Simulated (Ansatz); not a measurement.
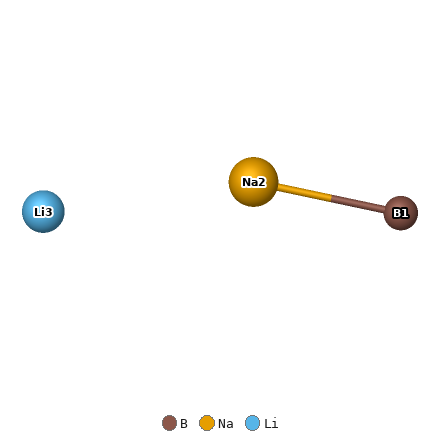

The system is B + NaLi, spin multiplicity 2; the picture shows the reference structure. Coordinates scanned: (1) distance B1–Na2; (2) distance Na2–Li3. Nothing is relaxed (the angle B1–Na2–Li3 is fixed at 160 degrees). The scan uses a 14 × 14 grid. Energies are in kJ/mol, from the lowest grid point. In part of the range the unrestricted reference is strongly spin-contaminated. Computed with Ansatz 0.2.0, UHF/def2-SVPD.

Its coordinates:

```xyz
3

B    -2.5860    0.0000    0.0000
Na    0.0000    0.0000    0.0000
Li    3.4205    1.2450    0.0000
```

Range: distance B1–Na2 from 2.000 to 3.600 Å; distance Na2–Li3 from 2.352 to 3.952 Å.

Question: What landscape does the calculation give?

Answer: The lowest grid point is at distance B1–Na2 = 2.586 Å, distance Na2–Li3 = 3.640 Å. No other kind of well shows on this grid. The highest grid point, distance B1–Na2 = 2.000 Å, distance Na2–Li3 = 2.352 Å, lies 154 kJ/mol above the lowest.

```csv
"distance Na2–Li3 ↓, distance B1–Na2 →",2.000,2.057,2.140,2.238,2.346,2.462,2.586,2.716,2.851,2.992,3.138,3.288,3.442,3.600
3.952,80,61,37,18,6,1,1,5,11,19,26,32,34,35
3.794,80,61,37,18,6,0,0,4,10,18,26,31,32,33
3.640,80,61,37,18,6,0,0,4,10,18,25,30,31,32
3.490,81,62,38,19,7,1,1,4,11,18,25,29,30,31
3.344,83,64,40,21,9,3,2,6,12,20,26,29,29,30
3.203,86,67,43,24,12,6,5,9,15,22,28,29,29,30
3.068,90,71,47,28,16,10,9,13,19,26,30,30,31,32
2.938,96,77,53,34,22,16,15,18,24,31,33,33,34,34
2.814,104,84,60,41,29,23,22,26,31,37,37,37,38,38
2.698,112,93,69,50,38,32,31,34,40,43,42,42,43,43
2.590,123,103,80,61,48,43,42,45,50,50,49,49,49,50
2.492,134,115,91,72,60,54,53,56,60,58,57,57,57,58
2.409,145,126,102,83,71,65,65,67,69,67,66,66,66,67
2.352,154,134,111,92,80,74,73,76,76,74,73,73,73,74
```

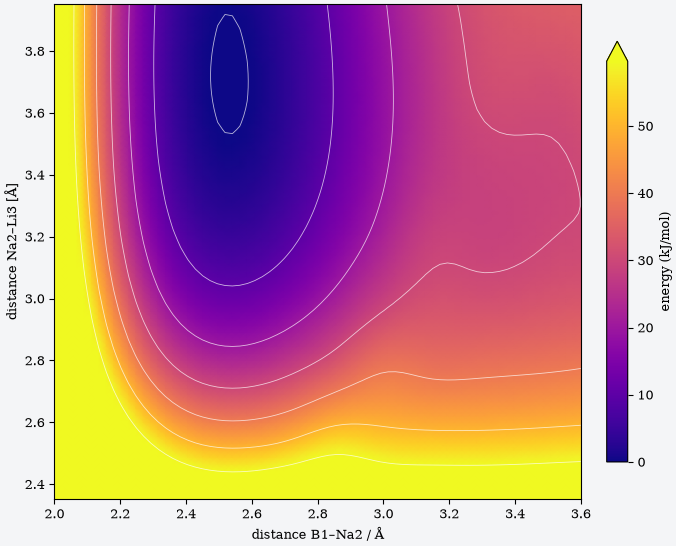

The picture shows a smooth colour map with a few white contour lines, one colour for all values above the top of the scale. Between grid points the surface is interpolated.

The whole map (196 points run) took 8.5 min on 1 thread of Arm Neoverse V2, on a shared host.
